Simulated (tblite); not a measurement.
## Frequency calculation of C₅H₈OSi

The run: frequency calculation of C₅H₈OSi. Method and program: GFN2-xTB harmonic vibrations, gas phase (tblite 0.8.0).

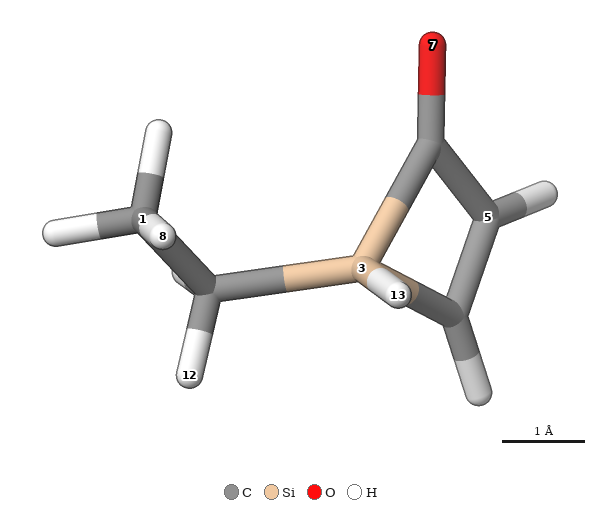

Figure 1. The structure (stick view, seen at a tilt; atoms are numbered from 1 in the order of the input).

The input:
```
{"job": {"kind": "ir", "xc": "GFN2-xTB", "basis": "xTB"}, "charge": 0, "multiplicity": 1}
C      2.289873    -0.438423    -0.523803
C      1.044938     0.376359    -0.868601
Si    -0.173705     0.485079     0.586897
C     -1.966259     0.998136     0.190365
C     -2.539563    -0.175340     0.505825
C     -1.390759    -1.008587     0.920034
O     -1.349100    -2.149959     1.303731
H      2.820290     0.004268     0.315822
H      2.018699    -1.456119    -0.254520
H      2.970841    -0.478658    -1.371956
H      0.554332    -0.072772    -1.734770
H      1.348529     1.381369    -1.168603
H      0.429263     1.131589     1.755159
H     -2.483859     1.878366    -0.155713
H     -3.577933    -0.467319     0.478221
```

The first line tells a small driver script what to run in tblite; the rest is the geometry in Å.

Machine: 1 CPU thread, shared host.

Launch command:
```bash
OMP_NUM_THREADS=1 python <driver script> task.json out
```

The program's output:
```
mode    cm-1     km/mol
  1      42.4      0.72
  2      82.3      1.07
  3     111.3      1.57
  4     188.9      3.02
  5     233.8      0.56
  6     275.8      2.50
  7     367.3      8.00
  8     483.9     20.03
  9     520.0     43.68
 10     566.0     32.97
 11     615.9     44.84
 12     633.9     88.30
 13     718.9     56.92
 14     744.7     51.14
 15     797.7     82.11
 16     811.1     52.02
 17     894.5      0.94
 18     983.1     15.68
 19    1001.9     42.71
 20    1020.5      9.46
 21    1053.4     22.83
 22    1071.0     16.23
 23    1229.6     10.53
 24    1234.3      2.69
 25    1283.5      3.39
 26    1419.4      0.79
 27    1473.0      0.67
 28    1506.9      2.59
 29    1509.9      4.19
 30    1558.0     14.47
 31    1776.9    373.93
 32    2236.1    309.05
 33    2963.4     35.75
 34    2975.0     18.90
 35    3022.4     44.07
 36    3036.3     43.09
 37    3043.6     20.38
 38    3071.5     32.70
 39    3091.7     57.17
```

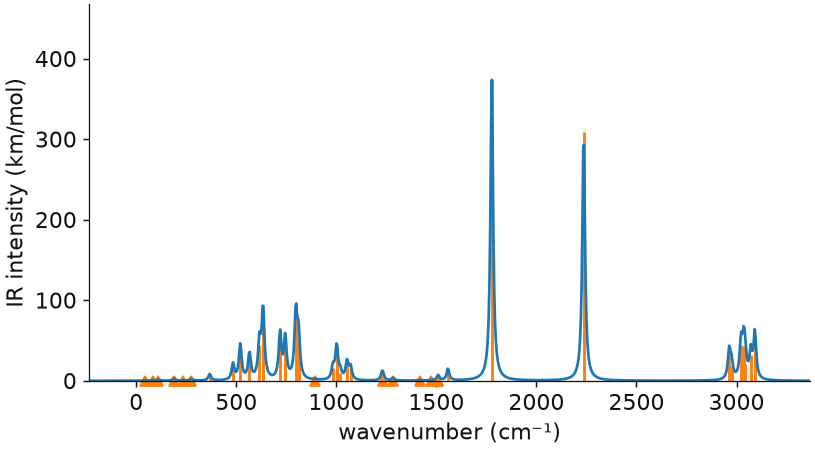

Figure 2. Harmonic infrared spectrum, unscaled: sticks (degenerate modes added up, dark ones marked on the axis) with a Lorentzian envelope of 16 cm⁻¹ full width, scaled to the tallest stick. 39 modes from 42 to 3092 cm⁻¹, none imaginary. The strongest line is at 1777 cm⁻¹ (374 km/mol).

Results in brief:

```csv
quantity,value
outcome,converged
total energy,−557.3470 eV
zero-point energy,70.9780 kcal/mol
peak memory,0.18 GiB
```
